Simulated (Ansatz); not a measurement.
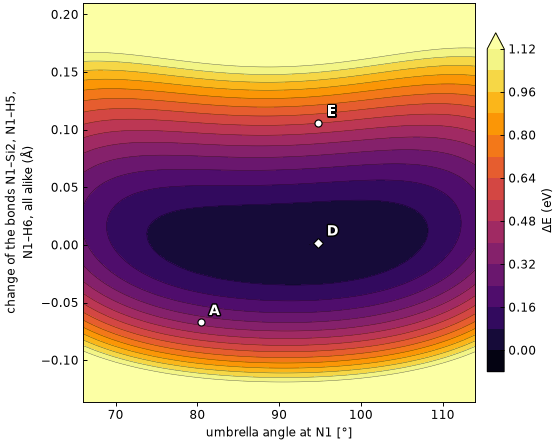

BH₅N₂Si, SMILES N[SiH]1BN1. 
- Coordinates scanned: (1) umbrella angle at N1 (between each of its bonds and their common axis; 90 is planar); (2) change of the bonds N1–Si2, N1–H5, N1–H6, all alike.
- Nothing is relaxed (all other coordinates rigid).
- Grid: 11 × 11 points.
- Points are written as (first, second).
- Energies are in eV, from the relaxed molecule at the same level.
- These are results of Ansatz, RKS PBE0-D4/def2-TZVP, not measurements.

In the figure: filled contours, one colour for all values above the top of the scale, lettered points. Between grid points the surface is interpolated.

What kind of point is each of A, D, E: minimum, saddle, maximum or slope?

A: on a slope; D: minimum; E: on a slope. (In these two coordinates alone; a stationary point may lie a little off the grid point.)

Rank the lettered points by energy, lowest first.

D (0.0003 eV), A (0.37 eV), E (0.56 eV).
